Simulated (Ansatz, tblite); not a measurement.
**Ge20H30 bond sphere (Ge20H30): which spin state is lowest**

Aim: set other spin states of Ge20H30 bond sphere (Ge20H30) against its singlet, on many levels of theory.

The runs use Ansatz 0.2.0, Gaussian basis; as each input shows.

Plan: triplet, at the geometry of the singlet (GFN1-xTB, GFN2-xTB, PBE0-D4/def2-TZVP, PBE-D4/def2-TZVP); the singlet's energies come from earlier runs.

1 further run of the same task is left out (set aside as unsound or not needed). Runs told in other sessions of the task aren't counted.

## 1. The structure

The singlet was relaxed beforehand with PBE-D4/def2-SVP.

50 atoms, charge 0, spin multiplicity 1.

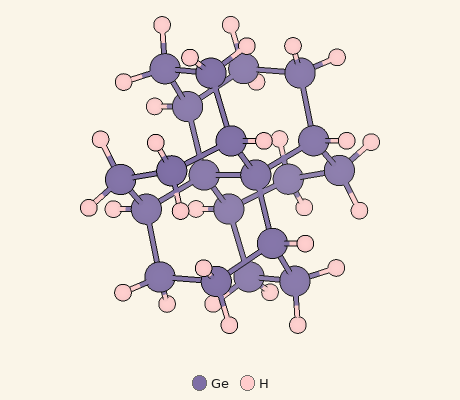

The structure; germanium purple, hydrogen pink.

## 2. Triplet at the fixed geometry, GFN1-xTB

Tight binding, by tblite at 300 K electronic temperature and without a spin-polarisation term:

```python
tblite.interface.Calculator('GFN1-xTB', numbers, positions, charge=0, uhf=2).singlepoint()
```

Energy -1352.5205 eV; 0.48 s.

## 3. Triplet at the fixed geometry, GFN2-xTB

Tight binding, by tblite at 300 K electronic temperature and without a spin-polarisation term:

```python
tblite.interface.Calculator('GFN2-xTB', numbers, positions, charge=0, uhf=2).singlepoint()
```

Energy -1467.9906 eV; 0.55 s.

## 4. Triplet at the fixed geometry, PBE0-D4/def2-TZVP

Input file in.yaml:

```yaml
crystal:
  periodic: [false, false, false]
  atoms:
    - {symbol: Ge, position_ang: [-2.113889, -2.115847, -0.737555]}
    - {symbol: Ge, position_ang: [-2.253966, 0.821375, -3.538828]}
    - {symbol: Ge, position_ang: [-2.116179, 0.739227, 2.112502]}
    - {symbol: Ge, position_ang: [-2.254079, 3.537598, -0.826530]}
    - {symbol: Ge, position_ang: [0.822231, -2.257397, -3.535220]}
    - {symbol: Ge, position_ang: [0.736588, -2.113938, 2.116856]}
    - {symbol: Ge, position_ang: [3.538531, -2.255057, -0.817526]}
    - {symbol: Ge, position_ang: [0.708176, 0.706210, -0.706886]}
    - {symbol: Ge, position_ang: [0.820284, 3.538087, 2.254200]}
    - {symbol: Ge, position_ang: [3.535675, 0.823348, 2.259990]}
    - {symbol: Ge, position_ang: [-3.534340, -0.824159, -2.258876]}
    - {symbol: Ge, position_ang: [-0.820548, -3.539835, -2.254009]}
    - {symbol: Ge, position_ang: [-0.708598, -0.708255, 0.708557]}
    - {symbol: Ge, position_ang: [-0.734922, 2.113068, -2.116012]}
    - {symbol: Ge, position_ang: [-3.536646, 2.256609, 0.816316]}
    - {symbol: Ge, position_ang: [-0.823589, 2.257144, 3.535571]}
    - {symbol: Ge, position_ang: [2.115469, -0.739518, -2.112741]}
    - {symbol: Ge, position_ang: [2.255800, -3.536382, 0.824910]}
    - {symbol: Ge, position_ang: [2.253682, -0.820615, 3.540272]}
    - {symbol: Ge, position_ang: [2.114221, 2.113729, 0.738548]}
    - {symbol: H, position_ang: [-3.019287, -3.018022, 0.160686]}
    - {symbol: H, position_ang: [-1.494407, 0.100645, -4.687333]}
    - {symbol: H, position_ang: [-3.254543, 1.825578, -4.188182]}
    - {symbol: H, position_ang: [-3.021685, -0.158222, 3.015398]}
    - {symbol: H, position_ang: [-3.252940, 4.187761, -1.831897]}
    - {symbol: H, position_ang: [-1.494713, 4.685295, -0.104330]}
    - {symbol: H, position_ang: [0.097288, -1.495120, -4.679319]}
    - {symbol: H, position_ang: [1.825153, -3.255265, -4.190497]}
    - {symbol: H, position_ang: [-0.162265, -3.017784, 3.020007]}
    - {symbol: H, position_ang: [4.194573, -3.254129, -1.818794]}
    - {symbol: H, position_ang: [4.682025, -1.491241, -0.093294]}
    - {symbol: H, position_ang: [0.097544, 4.683372, 1.491671]}
    - {symbol: H, position_ang: [1.823108, 4.191664, 3.253367]}
    - {symbol: H, position_ang: [4.684459, 0.101483, 1.501902]}
    - {symbol: H, position_ang: [4.184589, 1.828565, 3.259819]}
    - {symbol: H, position_ang: [-4.183666, -1.828532, -3.259268]}
    - {symbol: H, position_ang: [-4.682952, -0.102946, -1.499889]}
    - {symbol: H, position_ang: [-1.824222, -4.191373, -3.253679]}
    - {symbol: H, position_ang: [-0.098394, -4.686454, -1.492992]}
    - {symbol: H, position_ang: [0.165842, 3.014797, -3.019334]}
    - {symbol: H, position_ang: [-4.681042, 1.494234, 0.091944]}
    - {symbol: H, position_ang: [-4.191696, 3.255827, 1.818090]}
    - {symbol: H, position_ang: [-1.826769, 3.256374, 4.188431]}
    - {symbol: H, position_ang: [-0.100772, 1.495522, 4.681404]}
    - {symbol: H, position_ang: [3.018637, 0.159599, -3.016279]}
    - {symbol: H, position_ang: [1.495118, -4.682252, 0.101137]}
    - {symbol: H, position_ang: [3.254247, -4.189327, 1.828855]}
    - {symbol: H, position_ang: [3.252739, -1.823691, 4.193630]}
    - {symbol: H, position_ang: [1.491592, -0.097752, 4.685785]}
    - {symbol: H, position_ang: [3.018576, 3.016025, -0.160586]}
basis:
  gaussian: {orbitals: def2-TZVP, fitting: {mean_field: def2-universal-jkfit}}
magnetization: {spin_polarized: true, initial_magnetization: 2}
hamiltonian: {xc: pbe0, dispersion: d4}
scf: {omitted_lower_state_checks: [starts]}
output: {orbitals: {seedname: orbitals}}
```

Command:

```sh
ansatz run in.yaml --threads 11 --pin off --events-out ev --progress --plain --max-ram 166912MiB --backend cuda --devices 0, --max-vram 75GiB
```

The program printed:

```text
Functional definition: PBE0
  name "PBE0"
  cite "Adamo & Barone, J. Chem. Phys. 110, 6158 (1999) doi:10.1063/1.478522"
  cite "Perdew, Burke & Ernzerhof, Phys. Rev. Lett. 77, 3865 (1996) doi:10.1103/PhysRevLett.77.3865"
  parent pbe
  parameter a = 0.25
  parameter kappa = 0.804
  parameter beta = 0.06672455060314922
  exchange = (1 - a)*pbe_x(kappa = kappa, mu = beta*pi^2/3) + a*exact_x
  correlation = pbe_c(beta = beta)
these checks for a lower state are left out or cut short: starts
5860 factors; integrals over basis functions are off by at most 6.1e-1 eV
mean field evaluation 1: about -1130714.9922 eV, gradient 4.6e1 eV
mean field evaluation 2: about -1130713.4693 eV, gradient 5.1e1 eV
mean field evaluation 4: about -1130718.5243 eV, gradient 3.8e0 eV
mean field evaluation 8: about -1130718.5549 eV, gradient 4.5e-1 eV
mean field evaluation 16: about -1130718.5584 eV, gradient 9.9e-3 eV
mean field evaluation 32: about -1130718.5599 eV, gradient 1.0e-2 eV
mean field -1130718.56007362 eV, -41553.1406541383 hartree, gradient 4.1e-6 eV, S^2 2.005035; 0 other end points of the search recorded, 0 dependent functions left out
reference -1130718.56015329 eV, -41553.1406570659 hartree; 336, 334 occupied and 804, 806 virtual orbitals, 5860 factors
Total energy: -1130721.63388715 eV, -41553.2536147019 hartree
Checks for a lower state left out: starts
```

Wall time 77 s (1 × H100 with 11 threads of AMD EPYC 7R13, shared host); peak host memory 2.1 GiB.

HOMO -2.61 eV, LUMO -5.92 eV (over both spins; with the spin held, an empty level of the minority spin lies below the top filled one); ⟨S²⟩ 2.005 (pure: 2.00).

## 5. Triplet at the fixed geometry, PBE-D4/def2-TZVP

start.molden holds the orbitals of an earlier run on this state, given as this run's starting guess.

in.yaml, as its differences from that of step 4:

```diff
@@ -54,5 +54,5 @@
 basis:
-  gaussian: {orbitals: def2-TZVP, fitting: {mean_field: def2-universal-jkfit}}
+  gaussian: {orbitals: def2-TZVP, fitting: {mean_field: def2-universal-jkfit}, initial_orbitals: start.molden}
 magnetization: {spin_polarized: true, initial_magnetization: 2}
-hamiltonian: {xc: pbe0, dispersion: d4}
+hamiltonian: {xc: pbe, dispersion: d4}
 scf: {omitted_lower_state_checks: [starts]}
```

Same command.

The program printed:

```text
Functional definition: PBE
  name "PBE"
  cite "Perdew, Burke & Ernzerhof, Phys. Rev. Lett. 77, 3865 (1996) doi:10.1103/PhysRevLett.77.3865"
  parent pbe
  parameter kappa = 0.804
  parameter beta = 0.06672455060314922
  exchange = pbe_x(kappa = kappa, mu = beta*pi^2/3)
  correlation = pbe_c(beta = beta)
these checks for a lower state are left out or cut short: starts
5860 factors; integrals over basis functions are off by at most 6.1e-1 eV
mean field evaluation 1: about -1130687.5956 eV, gradient 2.5e1 eV
mean field evaluation 2: about -1130688.6584 eV, gradient 1.4e0 eV
mean field evaluation 4: about -1130688.6409 eV, gradient 3.1e-1 eV
mean field evaluation 8: about -1130688.6463 eV, gradient 1.4e-2 eV
mean field evaluation 16: about -1130688.6463 eV, gradient 8.3e-4 eV
mean field -1130688.64633044 eV, -41552.0413443525 hartree, gradient 2.2e-6 eV, S^2 2.001711; 0 other end points of the search recorded, 0 dependent functions left out
reference -1130688.64643434 eV, -41552.0413481709 hartree; 336, 334 occupied and 804, 806 virtual orbitals, 5860 factors
Total energy: -1130691.99435546 eV, -41552.1643820028 hartree
Checks for a lower state left out: starts
```

It took 32 s on 1 × H100 with 11 threads of AMD EPYC 7R13, shared host; peak host memory 2 GiB.

HOMO -2.36 eV, LUMO -6.06 eV (over both spins; with the spin held, an empty level of the minority spin lies below the top filled one); ⟨S²⟩ 2.002 (pure: 2.00).

## 6. Triplet less singlet, vertical

The singlet's energies are those of its earlier runs, whose logs aren't repeated here.

| level | triplet less singlet, vertical (eV) | time |
| --- | --- | --- |
| GFN1-xTB | +2.973 | 0.9 s |
| GFN2-xTB | +3.646 | 0.9 s |
| PBE-D4/def2-TZVP | +3.776 | 39 s |
| PBE0-D4/def2-TZVP | +4.419 | 93 s |

Times add the two runs; a level without a time comes out of a correlated run. Tight binding without a spin term can't rank spin states.

## 7. Results

| quantity | value |
| --- | --- |
| triplet less singlet, vertical, functionals in def2-TZVP | +3.776 (PBE-D4) to +4.419 eV (PBE0-D4) |

What this shows: All functionals put the triplet above the singlet, over a spread of 0.643 eV. The checks for a lower triplet were left out, so another state of that spin may lie lower. These are electronic energies, without zero-point motion, entropy or surroundings.
